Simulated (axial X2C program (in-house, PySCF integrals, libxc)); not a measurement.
# Linear ZrCN⁻ at several levels

How do method and spin–orbit coupling move the bonds and stretches of ZrCN⁻, held linear?

Computed with an in-house X2C program for linear molecules on PySCF integrals. Level: all-electron X2C, two-component (2c) or spin-free, Zr dyall-v3z, C dyall-v3z, N dyall-av3z.

All values are calculated.

2 further runs of the same task are left out: 2 set aside as unsound or not needed.

## 1. The job

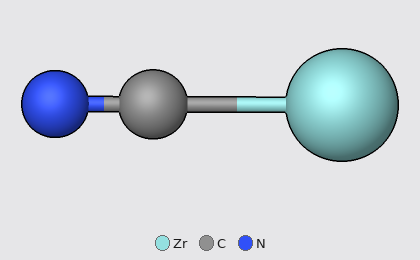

The atoms on one line, bonds 2.240 and 1.160 Å (zirconium light teal, carbon grey, nitrogen blue).

Input file task.json:

```json
{"zs": [40, 6, 7], "q": -1, "bas": ["dyall-v3z", "dyall-v3z", "dyall-av3z"], "r0": [2.24, 1.16], "symm": 0, "scan": ["PBE0", "HF", "PBE"], "levels": ["PBE0", "HF", "TPSSh"], "nst": 2}
```

Keys: zs atomic numbers; q charge; bas basis sets; r0 starting distance in Å; symm equal bonds; scan levels of the two-bond scan; levels methods; nst determinants followed.

Started as:

```console
python solin.py task.json out
```

Masses Zr 89.905, C 12.000, N 14.003 u.

## 2. Scan at PBE0, 2c

State: Ω = 1 (beyond evenly filled blocks: ω = -1/2, ω = 3/2). Energies above the lowest point, from the job's result record:

| r(Zr–C) (Å) | r(C–N) (Å) | E (meV) |
| --- | --- | --- |
| 2.1489 | 1.1417 | 65.60 |
| 2.1489 | 1.1710 | 13.05 |
| 2.1489 | 1.2003 | 51.61 |
| 2.2040 | 1.1417 | 46.04 |
| 2.2040 | 1.1710 | 0.00 |
| 2.2040 | 1.2003 | 45.58 |
| 2.2040 | 1.2296 | 166.05 |
| 2.2591 | 1.1417 | 53.51 |
| 2.2591 | 1.1710 | 12.74 |
| 2.2591 | 1.2003 | 64.01 |
| 2.3142 | 1.1710 | 45.72 |
| 2.3142 | 1.2296 | 233.09 |

A quadratic surface with cubic terms in each bond gives the minimum at 2.202 and 1.170 Å, force constants 1.36, 17.1 and coupling 0.57 mdyn/Å.

## 3. Scan at PBE, 2c

State: Ω = 1 (beyond evenly filled blocks: ω = -1/2, ω = 3/2). Energies above the lowest point, from the job's result record:

| r(Zr–C) (Å) | r(C–N) (Å) | E (meV) |
| --- | --- | --- |
| 2.1489 | 1.1417 | 109.07 |
| 2.1489 | 1.1710 | 9.50 |
| 2.1489 | 1.2003 | 0.00 |
| 2.2040 | 1.1417 | 103.88 |
| 2.2040 | 1.1710 | 11.16 |
| 2.2040 | 1.2003 | 8.82 |
| 2.2040 | 1.2296 | 80.45 |
| 2.2591 | 1.1417 | 124.45 |
| 2.2591 | 1.1710 | 37.47 |
| 2.2591 | 1.2003 | 41.18 |
| 2.3142 | 1.1710 | 82.79 |
| 2.3142 | 1.2296 | 174.85 |

A quadratic surface with cubic terms in each bond gives the minimum at 2.165 and 1.188 Å, force constants 1.51, 15.1 and coupling 0.60 mdyn/Å.

## 4. Scan at PBE0, spin-free

State: M_S = 1, Λ = 0 (beyond evenly filled blocks: π+α, π-α). Energies above the lowest point, from the job's result record:

| r(Zr–C) (Å) | r(C–N) (Å) | E (meV) |
| --- | --- | --- |
| 2.1489 | 1.1417 | 65.74 |
| 2.1489 | 1.1710 | 13.14 |
| 2.1489 | 1.2003 | 51.63 |
| 2.2040 | 1.1417 | 46.06 |
| 2.2040 | 1.1710 | 0.00 |
| 2.2040 | 1.2003 | 45.53 |
| 2.2040 | 1.2296 | 165.93 |
| 2.2591 | 1.1417 | 53.47 |
| 2.2591 | 1.1710 | 12.69 |
| 2.2591 | 1.2003 | 63.94 |
| 2.3142 | 1.1710 | 45.67 |
| 2.3142 | 1.2296 | 233.01 |

A quadratic surface with cubic terms in each bond gives the minimum at 2.202 and 1.170 Å, force constants 1.36, 17.1 and coupling 0.57 mdyn/Å.

## 5. The levels side by side

| level | r(Zr–C) (Å) | r(C–N) (Å) | lower stretch (cm⁻¹) | upper stretch (cm⁻¹) |
| --- | --- | --- | --- | --- |
| PBE0, 2c | 2.202 | 1.170 | 337.5 | 2105.8 |
| PBE, 2c | 2.165 | 1.188 | 355.6 | 1978.7 |
| PBE0, spin-free | 2.202 | 1.170 | 337.7 | 2105.4 |
| PBE, spin-free | 2.166 | 1.188 | 355.8 | 1978.4 |

Scans not shown above were run alike.

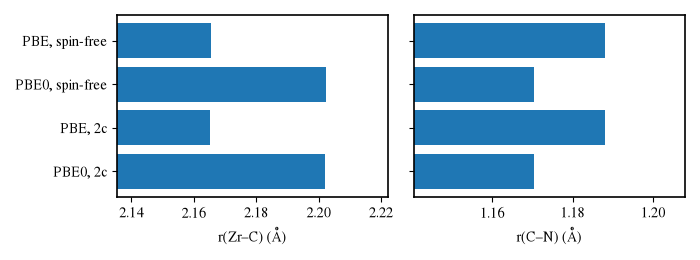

The two bond lengths by level.

In words: Over the levels the Zr–C bond spans 2.165 to 2.202 Å and the C–N bond 1.170 to 1.188 Å. At PBE0 spin–orbit coupling leaves both bonds unchanged to 0.001 Å. Each state is one determinant, the lowest of a limited PBE0 search; the stretches come from a fit to few points and are good to some per cent at best. For an anion the highest level of a functional can be positive, and the basis then holds the extra electron. The molecule was held linear; bending was not examined, so a bent shape may lie lower. Open-shell Ω = 0 determinants with evenly filled partner blocks cannot be reached by this program, so the Ω shown need not be the lowest component. Note: several unpaired electrons, one determinant need not be a pure state.
